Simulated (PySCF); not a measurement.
# InO₂: relaxation and vibrations of the quartet

The task is one start of a wider search on InO₂: the quartet, from a linear start. It is relaxed, tested by its Hessian and followed downhill if it is a saddle.

Method: PBE0, basis In def2-TZVP with ECP28, O def2-TZVP, scalar-relativistic core potentials, no spin–orbit coupling, density fitting; program: PySCF 2.14.0.

## 1. The starting structure

3 atoms, charge 0, spin multiplicity 4.

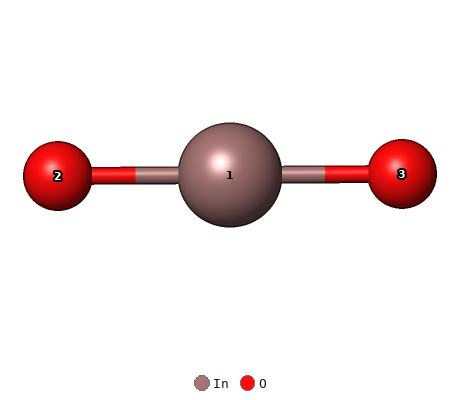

As it starts; indium brown, oxygen red; atoms are numbered from 1 in the order of the file.

```xyz
3
charge 0 multiplicity 4
In    0.0000    0.0000    0.0000
O     0.0000    0.0000    1.9300
O     0.0000    0.0000   -1.9300
```

## 2. First SCF at the start

The steps below are one call of a driver around PySCF. For each, scf.py gives the equivalent set-up of the SCF; relaxations use the driver's own optimiser. After this first run the driver tries any further starts and a stability analysis.

File scf.py:

```python
from pyscf import gto, scf, dft
mol = gto.M(atom='''
In     0.000000     0.000000     0.000000
O      0.000000     0.000000     1.930000
O      0.000000     0.000000    -1.930000''',
    basis={'In': 'def2-TZVP', 'O': 'def2-TZVP'},
    ecp={'In': 'def2-TZVP'},
    charge=0, spin=3)
mf = dft.UKS(mol, xc='PBE0')
mf.grids.atom_grid = (50, 194)
aux = {'In': 'def2-universal-JKFIT', 'O': 'def2-universal-JKFIT'}
mf = mf.density_fit(auxbasis=aux)
mf.conv_tol = 1e-08
mf.diis_space = 10
mf.max_cycle = 60
mf.init_guess = 'minao'
mf.verbose = 4
mf.kernel()
```

Launch:

```
OMP_NUM_THREADS=4 python axn.py task.json out
```

Log:

```text
init E= -307.507450928994
[... the frontier-level lines of each cycle are left out ...]
cycle= 1 E= -339.628396903751  delta_E= -32.1  |g|= 1.31  |ddm|= 31.9
cycle= 2 E= -339.083002729473  delta_E= 0.545  |g|= 1.99  |ddm|= 5.88
cycle= 3 E= -340.228461559404  delta_E= -1.15  |g|= 0.245  |ddm|= 2.69
cycle= 4 E= -340.235811223203  delta_E= -0.00735  |g|= 0.211  |ddm|= 0.414
cycle= 5 E= -340.253646142205  delta_E= -0.0178  |g|= 0.00803  |ddm|= 0.163
cycle= 6 E= -340.253743599066  delta_E= -9.75e-05  |g|= 0.00429  |ddm|= 0.0146
cycle= 7 E= -340.253759925706  delta_E= -1.63e-05  |g|= 0.000942  |ddm|= 0.00686
cycle= 8 E= -340.25376059876  delta_E= -6.73e-07  |g|= 0.000147  |ddm|= 0.00178
cycle= 9 E= -340.253760623707  delta_E= -2.49e-08  |g|= 5.39e-05  |ddm|= 0.000571
cycle= 10 E= -340.253760592995  delta_E= 3.07e-08  |g|= 0.000269  |ddm|= 0.000172
cycle= 11 E= -340.253760625752  delta_E= -3.28e-08  |g|= 8.92e-06  |ddm|= 0.000133
cycle= 12 E= -340.253760625799  delta_E= -4.68e-11  |g|= 3.15e-07  |ddm|= 2.09e-05
Extra cycle  E= -340.253760625799  delta_E= 4.55e-13  |g|= 2.17e-07  |ddm|= 9.62e-07
converged SCF energy = -340.253760625799  <S^2> = 3.8426682  2S+1 = 4.0460688
```

This step, with its further starts and checks, took 13 s on 4 threads of Arm Neoverse V1, shared host.

The starts that the driver tried:

```
                      start  energy (Eh)
    the minimal-basis guess  -340.253761
a thermally smeared density  -340.253761
      a smeared PBE density  -340.253761
```

The first run landed in a state that is too high. Following the other starts and the instabilities gains 103.5 kJ/mol (-340.29319 Eh), and the work goes on from there.

## 3. Relaxation: linear start, quartet

The program finds D∞h symmetry in the start, which this walk keeps. The walk stops when the largest gradient is under 0.0003 Eh/bohr and the energy has settled too.

scf.py, as its differences from that of step 2:

```diff
@@ -16 +15,0 @@
-mf.init_guess = 'minao'
```

Energy and gradient, step by step:

```
step  energy (Eh)  change (kJ/mol)  largest symmetric gradient (Eh/bohr)
   0  -340.293193             0.00                               0.06233
   1  -340.310967           -46.67                               0.01705
   2  -340.312949           -51.87                               0.00591
   3  -340.313263           -52.69                               0.00095
   4  -340.313272           -52.72                               0.00007
```

The walk took 7.2 s.

Positions (Å) and forces (eV/Å) along the way:

```
step 0
In   0.000   0.000   0.000   0.000   0.000   0.000
O    0.000   0.000   1.930   0.000   0.000   3.205
O    0.000   0.000  -1.930   0.000   0.000  -3.205
step 1
In   0.000   0.000   0.000   0.000   0.000   0.000
O    0.000   0.000   2.055   0.000   0.000   0.877
O    0.000   0.000  -2.055   0.000   0.000  -0.877
step 2
In   0.000   0.000   0.000   0.000   0.000   0.000
O    0.000   0.000   2.102   0.000   0.000   0.304
O    0.000   0.000  -2.102   0.000   0.000  -0.304
step 3
In   0.000   0.000   0.000   0.000   0.000   0.000
O    0.000   0.000   2.126   0.000   0.000   0.049
O    0.000   0.000  -2.126   0.000   0.000  -0.049
step 4
In   0.000   0.000   0.000   0.000   0.000  -0.001
O    0.000   0.000   2.131   0.000   0.000   0.004
O    0.000   0.000  -2.131   0.000   0.000  -0.003
```

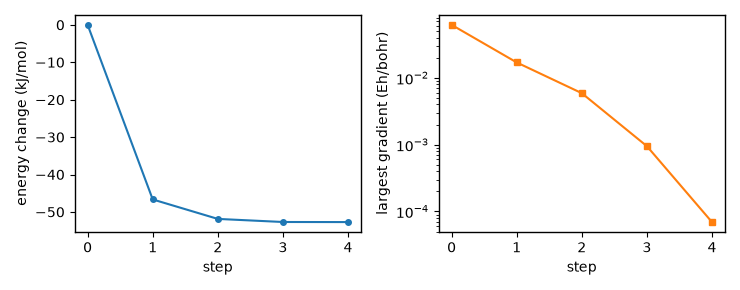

Energy and largest gradient along the walk.

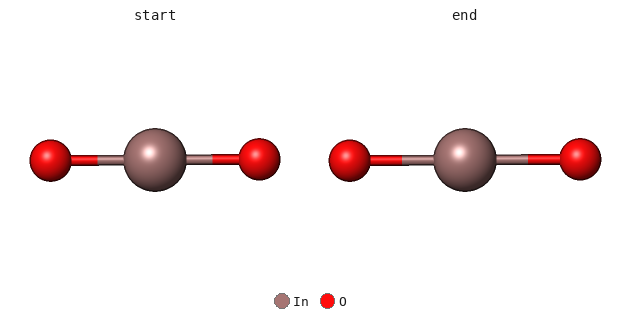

Start and end of the relaxation.

It settles in D∞h symmetry, 52.7 kJ/mol below the start, after 4 steps: In–O 2.131 Å (×2); O–In–O 180.0°.

## 4. Vibrations and properties at this point

The point is checked on the finer grid, and tightened if its gradient asks for it. The Hessian and the dipole derivatives come from central differences of analytic gradients, with steps of 0.02 bohr.

scf.py, as its differences from that of step 3:

```diff
@@ -3,3 +3,3 @@
-In     0.000000     0.000000     0.000000
-O      0.000000     0.000000     1.930000
-O      0.000000     0.000000    -1.930000''',
+In     0.000000    -0.000000    -0.000000
+O      0.000000     0.000000     2.132064
+O     -0.000000    -0.000000    -2.132064''',
@@ -10 +10 @@
-mf.grids.atom_grid = (50, 194)
+mf.grids.atom_grid = (75, 302)
@@ -13 +13 @@
-mf.conv_tol = 1e-08
+mf.conv_tol = 1e-10
```

This SCF starts from the last density.

Log of the central SCF (cycles and frontier levels):

```text
init E= -340.313324676846
[... the frontier-level lines of each cycle are left out ...]
cycle= 1 E= -340.31332467642  delta_E= 4.26e-10  |g|= 3.65e-05  |ddm|= 4.18e-05
cycle= 2 E= -340.31332467388  delta_E= 2.54e-09  |g|= 8.42e-05  |ddm|= 9.51e-05
cycle= 3 E= -340.313324677092  delta_E= -3.21e-09  |g|= 3.38e-06  |ddm|= 6.62e-05
cycle= 4 E= -340.313324677117  delta_E= -2.48e-11  |g|= 3.3e-06  |ddm|= 3.69e-06
Extra cycle  E= -340.313324677175  delta_E= -5.79e-11  |g|= 3.3e-06  |ddm|= 8.53e-06
converged SCF energy = -340.313324677175  <S^2> = 3.7706609  2S+1 = 4.0103171
```

The whole step took 60 s.

Geometry: D∞h; In–O 2.132 Å (×2); O–In–O 180.0°.

Modes, for the most abundant isotopes:

```json
{"ω (cm⁻¹)": "120i", "IR (km/mol)": "2.3", "μ (u)": "19.69", "type": "bend"}
{"ω (cm⁻¹)": "120i", "IR (km/mol)": "2.3", "μ (u)": "19.69", "type": "bend"}
{"ω (cm⁻¹)": "399", "IR (km/mol)": "0.0", "μ (u)": "15.99", "type": "stretch"}
{"ω (cm⁻¹)": "403", "IR (km/mol)": "35.8", "μ (u)": "19.69", "type": "stretch"}
```

2 modes are imaginary, the largest at 120i cm⁻¹: a saddle point, not a minimum.

Here the density breaks the symmetry of the frame, and no labels are given; pairs that should be degenerate can split.

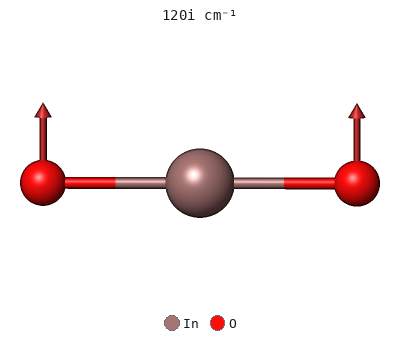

The imaginary mode, as arrows.

Properties at this point:

```
Dipole moment                                                   : 0.00 D
Highest occupied level                                          : -6.36 eV
Lowest empty level                                              : -3.82 eV
Rotational constants                                            : 0.1159 cm⁻¹
Zero-point energy (real modes)                                  : 4.8 kJ/mol
Principal polarisabilities                                      : 43.3, 43.3, 77.3 bohr³
Atomisation energy without zero-point energy                    : 426 kJ/mol
Principal traceless quadrupole moments about the centre of mass : -17.38, 8.69, 8.69 D Å
Spin squared ⟨S²⟩                                               : 3.771
```

Charges (e) and bond orders:

| atom | Mulliken | Löwdin | polar tensor | spin (Mulliken) | Mayer order to In1 |
| --- | --- | --- | --- | --- | --- |
| In1 | 0.69 | 0.44 | 0.48 | 0.41 | – |
| O2,3 | -0.34 | -0.22 | -0.24 | 1.30 | 0.82 |

Mulliken populations on In1 (outside its core potential): s 3.62, p 6.52, d 10.12, f 0.05.

## 5. Leaving the saddle point

The atoms are moved a little along the softest imaginary mode and relaxed again.

The program finds C2v symmetry in the start, which this walk keeps.

scf.py, as its differences from that of step 4:

```diff
@@ -3,3 +3,3 @@
-In     0.000000    -0.000000    -0.000000
-O      0.000000     0.000000     2.132064
-O     -0.000000    -0.000000    -2.132064''',
+In     0.008264     0.069109     0.000000
+O     -0.029685    -0.248231     2.132064
+O     -0.029685    -0.248231    -2.132064''',
@@ -10 +10 @@
-mf.grids.atom_grid = (75, 302)
+mf.grids.atom_grid = (50, 194)
@@ -13 +13 @@
-mf.conv_tol = 1e-10
+mf.conv_tol = 1e-08
```

Energy and gradient, step by step:

```
step  energy (Eh)  change (kJ/mol)  largest symmetric gradient (Eh/bohr)
   0  -340.315090             0.00                               0.00718
   1  -340.316906            -4.77                               0.00612
   2  -340.319224           -10.85                               0.00756
   3  -340.321660           -17.25                               0.00943
   4  -340.326048           -28.77                               0.01229
   5  -340.327951           -33.77                               0.00364
   6  -340.328276           -34.62                               0.00014
   7  -340.328278           -34.63                               0.00014
```

The walk took 32 s.

Positions (Å) and forces (eV/Å) along the way:

```
step 0
In   0.008   0.069   0.000   0.033   0.186   0.014
O   -0.030  -0.248   2.132  -0.017  -0.093  -0.376
O   -0.030  -0.248  -2.132  -0.017  -0.093   0.362
step 1
In   0.016   0.137   0.000   0.042   0.265   0.021
O   -0.034  -0.282   2.094  -0.020  -0.131  -0.325
O   -0.034  -0.282  -2.094  -0.021  -0.133   0.304
step 4
In   0.067   0.562   0.000  -0.030  -0.602   0.000
O   -0.059  -0.495   1.839   0.015   0.301  -0.632
O   -0.059  -0.495  -1.839   0.015   0.301   0.632
step 7
In   0.073   0.611   0.000   0.056   0.000   0.000
O   -0.062  -0.519   1.710  -0.028   0.000   0.004
O   -0.062  -0.519  -1.710  -0.028   0.000  -0.004
```

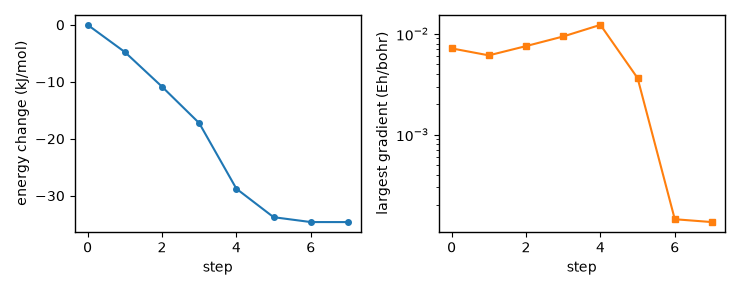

Energy and largest gradient along the walk.

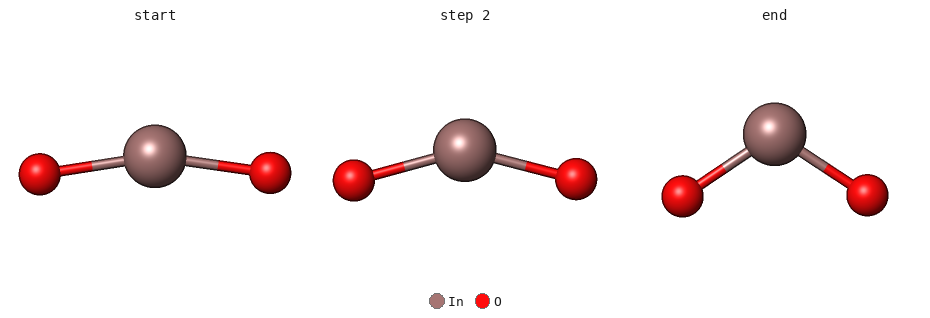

The geometry along the walk, at one scale.

End point (C2v, 7 steps, 34.6 kJ/mol gained): In–O 2.055 Å (×2); O–In–O 112.7°.

## 6. Frequencies

The same treatment as at the point before.

scf.py, as its differences from that of step 5:

```diff
@@ -3,3 +3,3 @@
-In     0.008264     0.069109     0.000000
-O     -0.029685    -0.248231     2.132064
-O     -0.029685    -0.248231    -2.132064''',
+In     0.029516     0.246823     0.000000
+O     -0.105800    -0.884720     1.709749
+O     -0.105800    -0.884720    -1.709749''',
@@ -10 +10 @@
-mf.grids.atom_grid = (50, 194)
+mf.grids.atom_grid = (75, 302)
@@ -13 +13 @@
-mf.conv_tol = 1e-08
+mf.conv_tol = 1e-10
```

SCF at the final geometry:

```text
init E= -340.328344507043
[... the frontier-level lines of each cycle are left out ...]
cycle= 1 E= -340.328344507009  delta_E= 3.43e-11  |g|= 1.03e-05  |ddm|= 1.15e-05
cycle= 2 E= -340.328344506851  delta_E= 1.58e-10  |g|= 2.18e-05  |ddm|= 2.39e-05
cycle= 3 E= -340.328344507057  delta_E= -2.06e-10  |g|= 4.03e-07  |ddm|= 1.62e-05
cycle= 4 E= -340.328344507056  delta_E= 9.09e-13  |g|= 3.78e-07  |ddm|= 7.1e-07
Extra cycle  E= -340.328344507056  delta_E= -1.14e-13  |g|= 3.89e-07  |ddm|= 9.59e-07
converged SCF energy = -340.328344507056  <S^2> = 3.7685564  2S+1 = 4.0092675
```

The whole step took 26 s on 4 threads of Arm Neoverse V1, shared host.

Geometry: C2v; In–O 2.055 Å (×2); O–In–O 112.6°.

Modes, for the most abundant isotopes:

```
symmetry  ω (cm⁻¹)  IR (km/mol)  μ (u)     type
      a1       119         15.9  18.06     bend
      a1       491         21.2  17.25  stretch
      b2       508         54.4  18.58  stretch
```

No imaginary mode, so this is a minimum.

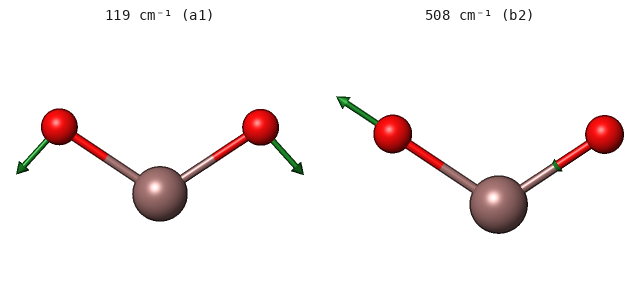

Displacements of 2 of the modes, as arrows (one member where a mode is degenerate).

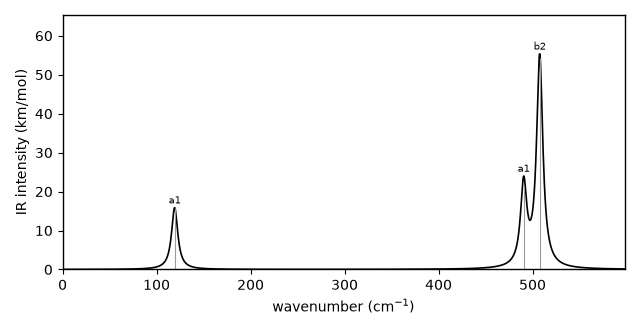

The harmonic infrared spectrum (widths in cm⁻¹). Lines are broadened to a width of 8 cm⁻¹ (Lorentzian).

Properties at this point:

* Dipole moment: 2.92 D
* Highest occupied level: -7.23 eV
* Lowest empty level: -4.54 eV
* Rotational constants: 0.5187, 0.1803, 0.1338 cm⁻¹
* Zero-point energy: 6.7 kJ/mol
* Principal polarisabilities: 37.7, 40.7, 55.2 bohr³
* Atomisation energy without zero-point energy: 465 kJ/mol
* Principal traceless quadrupole moments about the centre of mass: -8.48, 2.25, 6.23 D Å
* Entropy at 298.15 K and 1 bar (electronic part: spin only): 297.4 J/(mol K)
* Heat capacity Cp at 298.15 K: 51.8 J/(mol K)
* Enthalpy at 298.15 K above 0 K: 12.93 kJ/mol
* Rotational symmetry number: 2
* Spin squared ⟨S²⟩: 3.769

Populations by atom (charges in e):

```
atom  Mulliken  Löwdin  polar tensor  spin (Mulliken)  Mayer order to In1
 In1      0.74    0.39          0.88             0.62                   –
O2,3     -0.37   -0.19         -0.44             1.19                0.89
```

Mulliken populations on In1 (outside its core potential): s 3.39, p 6.69, d 10.11, f 0.06.

## 7. All stationary points

| spin | group | bonds | imaginary modes (cm⁻¹) | ΔE (kJ/mol) | with zero-point energy |
| --- | --- | --- | --- | --- | --- |
| quartet | C2v | In–O 2.055 Å (×2) | none | 0.0 | 0.0 |
| quartet | D∞h (density of lower symmetry) | In–O 2.132 Å (×2) | 120i, 120i | 39.4 | – |

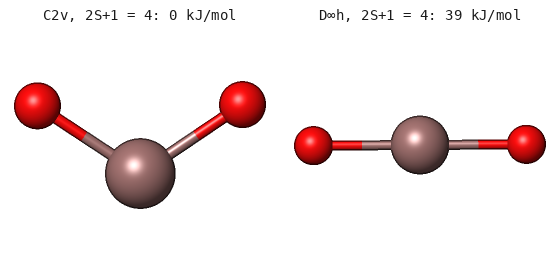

The points, lowest first (indium brown, oxygen red).

## 8. Summary of results

| quantity | value |
| --- | --- |
| minimum | quartet, C2v |
| geometry | In–O 2.055 Å (×2); O–In–O 112.6° |
| wavenumbers (cm⁻¹) | 119 (a1), 491 (a1), 508 (b2) |
| dipole moment | 2.92 D |
| highest occupied, lowest empty level (either spin) | -7.23, -4.54 eV |
| polar-tensor charge of In1 | +0.88 e |
| zero-point energy | 6.7 kJ/mol |
| entropy at 298.15 K | 297.4 J/(mol K) |
| atomisation energy (no zero-point energy) | 465 kJ/mol |
| ⟨S²⟩ | 3.769 |

From D∞h at the start the molecule goes to a C2v minimum, after a stop at a second-order saddle point 39.4 kJ/mol higher, from which it was pushed off along an imaginary mode. In the infrared the band at 508 cm⁻¹ (b2, stretch) leads. The first SCF alone would have been 104 kJ/mol too high. Only this shape and spin were tried, so other structures or states may lie lower. Spin–orbit coupling, left out here, can matter for elements this heavy.

The search up to here took 2.3 min.
